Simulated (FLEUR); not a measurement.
Band structure of GaBi (F-43m, 2 atoms in the cell).

```
CELL_PARAMETERS angstrom
      0.00000     3.18267     3.18267
      3.18267     0.00000     3.18267
      3.18267     3.18267     0.00000
ATOMIC_POSITIONS crystal
  Ga 0.25000 0.25000 0.25000
  Bi 0.00000 0.00000 0.00000
```

Level of theory: LDA (Vosko-Wilk-Nusair), all-electron FLAPW (FLEUR), scalar-relativistic valence.

Settings: Kmax = 4.1 1/bohr; GmaxXC = 12.3 1/bohr; xcFunctional = vwn; jspins = 1; l_soc = F; mode = hist; fermiSmearingEnergy = 0.00734986 Htr; mesh (inpgen div1-3) = 12 12 12; inpgen gamma flag = true; Gmax = 12.3 1/bohr; numbands = 0; maxIterBroyd = 15; imix = Anderson; alpha = 0.05.

The starting cell comes from a database of computed structures (which also holds hypothetical and non-ambient phases and stackings), without a prior relaxation at this level. Spin-orbit coupling is off. Values depend on the basis (sphere radii, cutoffs, local orbitals), which need not be converged.

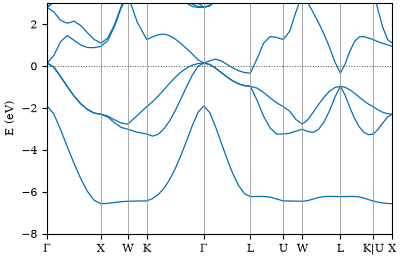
Figure: Bands along the path, energies from the Fermi level.

Levels in eV from the Fermi level, bands 11 to 18:
```json
[
 {"point": "Γ", "11": "-12.20", "12": "-1.91", "13": "0.14", "14": "0.14", "15": "0.14", "16": "2.80", "17": "2.80", "18": "2.80"},
 {"point": "X", "11": "-10.60", "12": "-6.57", "13": "-2.30", "14": "-2.30", "15": "0.94", "16": "1.09", "17": "8.10", "18": "8.10"},
 {"point": "W", "11": "-10.59", "12": "-6.45", "13": "-3.02", "14": "-2.77", "15": "3.40", "16": "3.59", "17": "4.36", "18": "4.69"},
 {"point": "K", "11": "-10.64", "12": "-6.44", "13": "-3.24", "14": "-1.94", "15": "1.26", "16": "3.59", "17": "5.95", "18": "6.51"},
 {"point": "L", "11": "-11.06", "12": "-6.23", "13": "-0.97", "14": "-0.97", "15": "-0.34", "16": "3.82", "17": "3.82", "18": "6.02"},
 {"point": "U", "11": "-10.64", "12": "-6.44", "13": "-3.24", "14": "-1.94", "15": "1.26", "16": "3.59", "17": "5.95", "18": "6.51"}
]
```
